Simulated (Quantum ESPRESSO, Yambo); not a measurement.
# Quasiparticle gap of NaCl (Fm-3m) in Yambo, part 2 of 2

Aim: the G0W0 gap of NaCl (Fm-3m) on PBE, step by step.

Quantum ESPRESSO 7.5 and Yambo 5.3.0; PBE and many-body steps on it, plane waves. Known limits of the many-body steps: not at the basis limit; coarse k mesh.

So far. Step 3 (Bands along the symmetry lines): The gap is 5.150 eV, as in the run before at this level. Step 4 (Empty states on the mesh, 4×4×4 mesh, 108 bands): On this mesh the gap is 5.150 eV.

The database entry behind the starting cell differs from later determinations by our own check (an axis about 0.4 % short against later determinations), so it need not match the best structure at ambient conditions.

## Step 5: Conversion and set-up

This step: Yambo 5.3.0; conversion and set-up on PBE, plane waves, norm-conserving pseudopotentials.

The states are converted to the many-body program's format and the q mesh is built.

On the command line:

```
> (cd o/x.save; p2y > p2y.log; mv SAVE ../..); yambo > setup.log
```

The program printed:

```text
 Yambo, version 5.3.0

 [02] CORE Variables Setup
 =========================

  [02.01] Unit cells
  ==================

  Cell kind             :  FCC
  Atoms in the cell     :  Na  Cl
  number of Na atoms    :  1
  number of Cl atoms    :  1

  List of atomic masses
  Mass of Na    :  22.99000
  Mass of Cl    :  35.45000

  List of atomic coordinates    : [cc]
  Na1       :  0.000000  0.000000  0.000000  order 1
  Cl1       :  5.310130  5.310130  5.310130  order 2

  Alat factors          :  5.310130  5.310130  5.310130 [a.u.]
  Direct lattice volume :  299.4646 [a.u.]
  Direct lattice vectors:  A[ 1 ]  A[ 2 ]  A[ 3 ]
   A[ 1 ]:  0.000000  1.000000  1.000000  [iru]
   0.000000  5.310130  5.310130  [cc]
   A[ 2 ]:  1.000000  0.000000  1.000000  [iru]
   5.310130  0.000000  5.310130  [cc]
   A[ 3 ]:  1.000000  1.000000  0.000000  [iru]
   5.310130  5.310130  0.000000  [cc]

  Recip. lattice volume :  0.828312 [a.u.]
  Recip. lattice vectors:  B[ 1 ]  B[ 2 ]  B[ 3 ]
   B[ 1 ]: -0.500000  0.500000  0.500000  [iku]
  -0.591623  0.591623  0.591623  [cc]
   B[ 2 ]:  0.500000 -0.500000  0.500000  [iku]
   0.591623 -0.591623  0.591623  [cc]
   B[ 3 ]:  0.500000  0.500000 -0.500000  [iku]
   0.591623  0.591623 -0.591623  [cc]

  [02.02] Symmetries
  ==================

  Inversion symmetry    : yes
  Spatial inversion     : yes
  Inversion index       :  25
  K-space Time-reversal : no
  Magnetic symmetries   : no
  Group table correct   : yes
  Symmetries units      :  [cc]

   [S  1]:   1.0000      0.20663E-16  0.20663E-16  0.20663E-16   1.0000     -0.20663E-16 -0.20663E-16 -0.20663E-16   1.0000
   [S  2]:  -1.0000     -0.20663E-16  0.20663E-16 -0.20663E-16  -1.0000     -0.20663E-16  0.20663E-16  0.20663E-16   1.0000
   [S  3]:  -1.0000      0.20663E-16 -0.20663E-16 -0.20663E-16   1.0000      0.20663E-16  0.20663E-16 -0.20663E-16  -1.0000
[...]
[... 36 further rows ...]
   [S 47]:  0.20663E-16   1.0000     -0.20663E-16 -0.20663E-16  0.20663E-16  -1.0000       1.0000     -0.20663E-16  0.20663E-16
   [S 48]:  0.20663E-16  -1.0000      0.20663E-16 -0.20663E-16 -0.20663E-16   1.0000       1.0000      0.20663E-16 -0.20663E-16

  [02.03] Reciprocal space
  ========================

  nG shells         :  293
  nG charge         :  26813
  nG WFs            :   4067
  nC WFs            :   3383
  G-vecs. in first 29 shells:  [ Number ]
     1    9   15   27   51   59   65   89  113
    137   169   181   229   259   283   307   331   339
    387   411   459   531   537   561   609   645   701
    725   749
  ...
  Shell energy in first 29 shells:  [ mHa ]
    0.00000      525.026      700.034      1400.07      1925.09      2100.10      2800.14      3325.16      3500.17
    4200.21      4725.23      5600.28      6125.30      6300.31      7000.34      7525.37      7700.38      8400.41
[...]
BZ  K-points                                      :   64

  K/Q-points units:
  rlu = crystal or reduced units; cc = cartesian coordinates; iku = interal k-units

  K [1]          [rlu]:  0.000000  0.000000  0.000000
         WF components:   3383
  K [2]          [rlu]:  0.30764E-17  0.30764E-17  0.25000
         WF components:   3362
  K [3]          [rlu]: -0.61529E-17 -0.61529E-17 -0.50000
         WF components:   3354
  K [4]          [rlu]:  0.15802E-17  0.25000      0.25000
         WF components:   3359
  K [5]          [rlu]: -0.17826E-16  0.25000     -0.50000
         WF components:   3339
  [... 2 further k-points ...]
  K [8]          [rlu]:  0.250000 -0.500000 -0.250000
         WF components:   3316

  [02.05] Energies & Occupations
  ==============================

  [X] === General ===
  [X] Electronic Temperature                        :  0.000000  0.000000 [eV K]
  [X] Bosonic    Temperature                        :  0.000000  0.000000 [eV K]
  [X] Finite Temperature mode                       : no
  [X] El. density                                   :  0.36055E+24 [cm-3]
  [X] Fermi Level                                   :  1.141326 [eV]

  [X] === Gaps and Widths ===
  [X] Conduction Band Min                           :  5.149758 [eV]
  [X] Valence Band Max                              :  0.000000 [eV]
  [X] Filled Bands                                  :   8
  [X] Empty Bands                                   :    9  108
  [X] Direct Gap                                    :  5.149758 [eV]
  [X] Direct Gap localized at k                     :  1
  [X] Indirect Gap                                  :  5.149758 [eV]
  [X] Indirect Gap between kpts                     :  1  1
  [X] Last valence band width                       :  0.763888 [eV]
  [X] 1st conduction band width                     :  3.695208 [eV]

  E @ K [1]:  [eV]
   -48.905      -20.828      -20.828      -20.828      -12.681     -0.61577E-09 -0.34151E-09   0.0000
    5.14976  11.06198  11.06198  11.06198  13.15342  13.15342  14.94498  17.22677
  occ @ K [1]
   2.000000  2.000000  2.000000  2.000000  2.000000  2.000000  2.000000  2.000000
[...]
E @ K [2]:  [eV]
[...]
occ @ K [2]
[...]
E @ K [3]:  [eV]
[...]
occ @ K [3]
[...]
E @ K [4]:  [eV]
[...]
occ @ K [4]
[...]
E @ K [5]:  [eV]
[...]
occ @ K [5]
[...]
[... 2 further k-points ...]
  E @ K [8]:  [eV]
[...]
occ @ K [8]
   2.000000  2.000000  2.000000  2.000000  2.000000  2.000000  2.000000  2.000000
   0.000000  0.000000  0.000000  0.000000  0.000000  0.000000  0.000000  0.000000

 [03] Transferred momenta grid and indexing
 ==========================================

 IBZ Q-points                                      :   8
 BZ  Q-points                                      :   64

 K/Q-points units:
 rlu = crystal or reduced units; cc = cartesian coordinates; iku = interal k-units

 Q [1]          [rlu]:  0.000000  0.000000  0.000000
 Q [2]          [rlu]:  0.30764E-17  0.30764E-17  0.25000
 Q [3]          [rlu]: -0.61529E-17 -0.61529E-17 -0.50000
[...]
Q [7]          [rlu]: -0.31603E-17 -0.50000     -0.50000
 Q [8]          [rlu]:  0.250000 -0.500000 -0.250000

  [03.01] X indexes
  =================

   [03.01.01] Sigma indexes
   ========================

 [06] Game Over & Game summary
```

It took 2.3 s on 1 MPI rank of Arm Neoverse V1, shared host; peak memory 0.24 GiB.

## Step 6: Screening and self-energy, 4×4×4 mesh, 108 bands, screening to 163.3 eV

G0W0 replaces the xc potential by the self-energy, built once from these orbitals. Only a window of levels is corrected, while the sums run over the empty bands that the input names.

This step: G0W0 on PBE, plane waves, norm-conserving pseudopotentials.

The input, gw1.in:

```
HF_and_locXC
gw0
dyson
ppa
em1d
rim_cut
RandQpts= 1000000
RandGvec= 1 RL
EXXRLvcs= 76 Ry
VXCRLvcs= 304 Ry
Chimod= "HARTREE"
% BndsRnXp
 1 | 108 |
%
NGsBlkXp= 12 Ry
% LongDrXp
 1 | 1 | 1 |
%
% GbndRnge
 1 | 108 |
%
DysSolver= "n"
ExtendOut
PPAPntXp= 27.21138 eV
% QPkrange
 1 | 1 | 7 | 10 |
%
```

On the command line:

```
> OMP_NUM_THREADS=1 mpirun -n 8 yambo -F gw1.in -J gw1 -C gw1 > gw1.log
```

The program printed:

```text
 Yambo, version 5.3.0

 [02] CORE Variables Setup
 =========================

  [... cell, symmetries and grids as in the set-up ...]

  [02.05] Energies & Occupations
  ==============================

  [X] === General ===
  [X] Electronic Temperature                        :  0.000000  0.000000 [eV K]
  [X] Bosonic    Temperature                        :  0.000000  0.000000 [eV K]
  [X] Finite Temperature mode                       : no
  [X] El. density                                   :  0.36055E+24 [cm-3]
  [X] Fermi Level                                   :  1.141326 [eV]

  [X] === Gaps and Widths ===
  [X] Conduction Band Min                           :  5.149758 [eV]
  [X] Valence Band Max                              :  0.000000 [eV]
  [X] Filled Bands                                  :   8
  [X] Empty Bands                                   :    9  108
  [X] Direct Gap                                    :  5.149758 [eV]
  [X] Direct Gap localized at k                     :  1
  [X] Indirect Gap                                  :  5.149758 [eV]
  [X] Indirect Gap between kpts                     :  1  1
  [X] Last valence band width                       :  0.763888 [eV]
  [X] 1st conduction band width                     :  3.695208 [eV]

 [03] Transferred momenta grid and indexing
 ==========================================

 IBZ Q-points                                      :   8
 BZ  Q-points                                      :   64

 K/Q-points units:
 rlu = crystal or reduced units; cc = cartesian coordinates; iku = interal k-units

 Q [1]          [rlu]:  0.000000  0.000000  0.000000
 Q [2]          [rlu]:  0.30764E-17  0.30764E-17  0.25000
 Q [3]          [rlu]: -0.61529E-17 -0.61529E-17 -0.50000
 Q [4]          [rlu]:  0.15802E-17  0.25000      0.25000
 Q [5]          [rlu]: -0.19398E-16  0.25000      0.50000
 Q [6]          [rlu]: -0.61529E-17  0.25000     -0.25000
 Q [7]          [rlu]: -0.31603E-17 -0.50000     -0.50000
 Q [8]          [rlu]:  0.250000 -0.500000 -0.250000

 [04] Coloumb potential Random Integration (RIM)
 ===============================================

  [04.01] RIM initialization
  ==========================

  * Diagonal components only detected *

  8 x (sBL volume)        :  0.103539 [a.u.]
  sBZ random points       :  1000000
  Points outside the sBZ  :   7968281
  RL volume               :  0.828312 [a.u.]
  Integrated volume       :  0.831609 [a.u.]

  [04.02] RIM integrals
  =====================

  Gamma point sphere radius             :  0.085176 [a.u.]
  Points outside the sphere             :   800476
  [Int_sBZ(q=0) 1/q^2]*(Vol_sBZ)^(-1/3) =:  7.776341
                                 should be <:  7.795600

  Summary of Coulomb integrals for non-metallic bands |Q|[au] RIM/Bare

  Q [1] 0.100000E-4 0.997530 * Q [2] 0.256180 1.067779
  Q [4] 0.295811 1.067204 * Q [6] 0.418340 1.030488
  Q [5] 0.490547 1.022568 * Q [3] 0.512360 1.021209
  Q [7] 0.591623 1.017560 * Q [8] 0.661454 1.014308

 [05] Dipoles
 ============

  [05.01] Setup: observables and procedures
  =========================================

 [06] Dynamic Dielectric Matrix (PPA)
 ====================================

 [SLK-Inversion]  Pools        :  2
 [SLK-Inversion]  BLACS grid   :  2  2

 [WR./gw1//ndb.pp]---------------------------------------------------------------
  Brillouin Zone Q/K grids (IBZ/BZ)                :    8   64    8   64
  RL vectors                                       :   4111 [WF]
  Coulomb cutoff potential                         : none
  Electronic Temperature                           :  0.000000 [K]
  Bosonic    Temperature                           :  0.000000 [K]
  PPA    diel. fun.  energies                      : Perdew, Burke & Ernzerhof(X)+Perdew, Burke & Ernzerhof(C)
  wavefunctions                                    : Perdew, Burke & Ernzerhof(X)+Perdew, Burke & Ernzerhof(C)
  Global Gauge                                     : length
  X matrix size                                    :  229
  X band range                                     :    1  108
  X e/h energy range                               : -1.000000 -1.000000 [eV]
  X Time ordering                                  : R
  X Hxc Kernel                                     : HARTREE
  X Drude frequency                                :  0.000000  0.000000
  X poles                                          :  100.0000 [o/o]
  RL vectors in the sum                            :   4111
  [r,Vnl] included                                 : yes
  Field direction                                  :  0.577350E-5  0.577350E-5  0.577350E-5
  BZ energy Double Grid                            : no
  BZ energy DbGd points                            : 0
  BZ Q point size factor                           : -1.000000
  X Optical Averaged directions                    : none

 [07] Local Exchange-Correlation + Non-Local Fock
 ================================================

 [VXC] Plane waves :  26813
 [EXS] Plane waves :   3479

 QP @ state[ 1 ] K range:  1  1
 QP @ state[ 1 ] b range:   7  10

 [xc] Functional : Perdew, Burke & Ernzerhof(X)+Perdew, Burke & Ernzerhof(C)
 [xc] LIBXC used to calculate xc functional
  PP Number of Atomic Species                      :  2
  NLCC RL compoments                               :  26813
  PP Number of Atomic Species                      :  2
  NLCC RL compoments                               :  26813

 [xc] E_xc :  -9.855421 [Ha]
      E_xc :  -19.71084 [Ry]

  Local XC kind (lXC) : Perdew, Burke & Ernzerhof(X)+Perdew, Burke & Ernzerhof(C)
  Non-Local XC kind (nlXC) : Hartree-Fock

  Corrections @ K [1] :  [eV]
 <7|nlXC|7> = -18.89293 -0.16180E-16 <7|lXC|7> = -14.49345  0.32452E-20
 <8|nlXC|8> = -18.89287  0.14458E-16 <8|lXC|8> = -14.49345 -0.14939E-20
 <9|nlXC|9> = -4.202673  0.40302E-18 <9|lXC|9> = -8.177511  0.77773E-19
 <10|nlXC|10> = -3.619628 -0.66373E-18 <10|lXC|10> = -8.376304 -0.33513E-23

 [08] Dyson equation: Newton solver
 ==================================

  [08.01] G0W0 (W PPA)
  ====================

  [  GW  ] Bands range     :    1  108
  [GW/PPA] G damping       :  0.100000 [eV]

  QP @ state[ 1 ] K range:  1  1
  QP @ state[ 1 ] b range:   7  10

   Sc/G bands                                       :    1  108
   Sc/G damping                                     :  0.100000 ev
   Sc bands terminator                              : no
   Sx RL components                                 :   3479

   QP @ state[ 1 ] K range                          :  1  1
   QP @ state[ 1 ] b range                          :   7  10
   GF energies kind                                 : Perdew, Burke & Ernzerhof(X)+Perdew, Burke & Ernzerhof(C)
   GF WF`s kind                                     : Perdew, Burke & Ernzerhof(X)+Perdew, Burke & Ernzerhof(C)
   Xs energies kind                                 : Perdew, Burke & Ernzerhof(X)+Perdew, Burke & Ernzerhof(C)
   Xs WF`s kind                                     : Perdew, Burke & Ernzerhof(X)+Perdew, Burke & Ernzerhof(C)

 [11] Game Over & Game summary
```

The job ended after 27 s (8 MPI ranks; peak memory 3 GiB).

This step gave:

| Item | Value |
| --- | --- |
| G0W0 gap on the points computed | 8.046 eV |
| starting gap on the mesh | 5.150 eV |
| k of the valence top | 0, 0, 0 |
| k of the conduction bottom | 0, 0, 0 |
| least direct G0W0 gap on the computed points | 8.046 eV |
| Z at the valence top | 0.8157 |
| Z at the conduction bottom | 0.8679 |

The gap on the mesh goes from 5.15 eV to 8.05 eV, a correction of +2.90 eV.

Limits: finite bands, cutoff and mesh; coarse k mesh. v1 is the top filled band, c1 the lowest empty one. The levels before and after the correction (eV, zero at the valence-band top of each column):

|  | conduction bottom | valence top |
| --- | --- | --- |
| Kohn-Sham | 5.15 | 0.00 |
| G0W0 | 8.05 | 0.00 |

|  | level | energy (eV) |
| --- | --- | --- |
| Kohn-Sham | Γ v2-v1 | 0.000 |
| Kohn-Sham | Γ c1 | 5.150 |
| Kohn-Sham | Γ c2 | 11.062 |
| G0W0 | Γ v2-v1 | 0.000 |
| G0W0 | Γ c1 | 8.046 |
| G0W0 | Γ c2 | 14.446 |

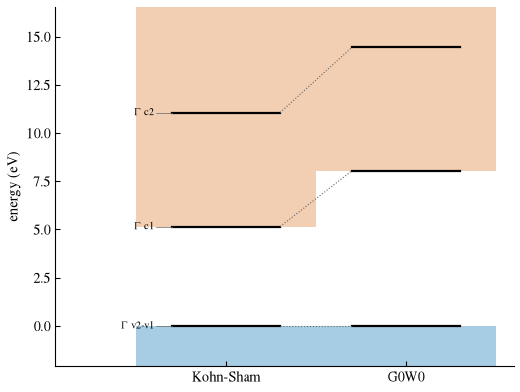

Levels before and after the correction. Shaded: valence and conduction bands.

## Step 7: Where the time went

Times are wall times on the hardware named with each run, good to a factor of about two.

| step | time | share | memory (GiB) |
| --- | --- | --- | --- |
| ground state | 3 s | 8 % | 0.46 |
| bands along the symmetry lines | 3.1 s | 8 % | 0.44 |
| empty states on the mesh | 4.5 s | 11 % | 0.49 |
| conversion and set-up | 2.3 s | 6 % | 0.24 |
| screening and self-energy | 27 s | 67 % | 3.0 |

## Step 8: What came out

- PBE gap: 5.15 eV, direct
- G0W0 gap on the mesh: 8.05 eV
- GW settings: 4×4×4 mesh, 108 bands, screening to 163.3 eV, Godby-Needs plasmon pole
- known limits: not at the basis limit; coarse k mesh

G0W0 moves the gap on the mesh from 5.15 eV to 8.05 eV (+2.90 eV), with Z of 0.82 and 0.87 at the edges. Only 1 of the mesh's irreducible points was corrected, so a valley elsewhere could overtake. The dearest step here is «screening and self-energy». Bands and cutoff are finite, so the gap is not at the basis limit. The miss can reach some tenths of an eV and take either sign; the mesh is an error of its own. In the G0W0 run levels were corrected at 1 k point alone, so a gap called «on the mesh» is the least over those, and an edge elsewhere would be missed. The 4×4×4 mesh is coarse for this cell, which bears on the long-range parts of exchange and screening.

[Paths, hosts, dates, memory and timing lines, banners, echoed tables and standing remarks are left out of the program output.]

[Logs are printed without paths, hosts, clocks, repeated set-up lines and the standing remarks that a program may print on its own settings, such as how far it seeks lower states.]

[Runs of the session that timed out or met a known fault of the program may be left out.]

[Hosts, paths, dates, database ids (printed as entryN), source tags and the programs' standing remarks are cut or masked in the printed files.]
